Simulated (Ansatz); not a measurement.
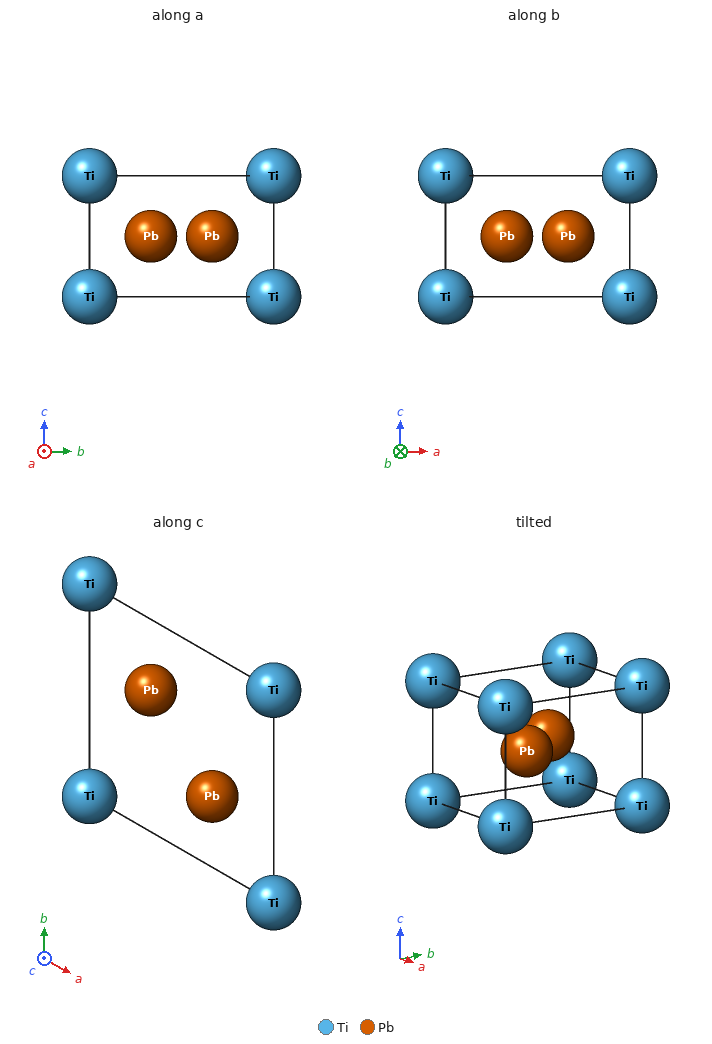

The image is a spheres-only drawing of a crystal, viewed along the a axis, along the b axis, along the c axis and slightly off an axis. Atoms at the boundary of the conventional unit cell (the box) are drawn once for each face, edge or corner they touch.

Lattice parameters: a = 5.3964 Å, b = 5.3964 Å, c = 3.0714 Å, α = 90.000°, β = 90.000°, γ = 120.000°.

**Transcribe the picture into a CIF with its space group and independent sites.**

```cif
data_structure
_symmetry_space_group_name_H-M 'P 6/m m m'
_symmetry_Int_Tables_number 191
_cell_length_a 5.3964
_cell_length_b 5.3964
_cell_length_c 3.0714
_cell_angle_alpha 90.000
_cell_angle_beta 90.000
_cell_angle_gamma 120.000
_cell_volume 77.46
loop_
_atom_site_label
_atom_site_type_symbol
_atom_site_symmetry_multiplicity
_atom_site_Wyckoff_symbol
_atom_site_fract_x
_atom_site_fract_y
_atom_site_fract_z
_atom_site_occupancy
Ti1 Ti 1 a 0.0000 0.0000 0.0000 1
Pb1 Pb 2 d 0.3333 0.6667 0.5000 1
```

Origin of the cell: a structure type filled with these elements by a generator (whether the compound takes this form wasn't checked). Relaxation method: DFT PBE, scalar-relativistic, plane waves, PAW in Ansatz.
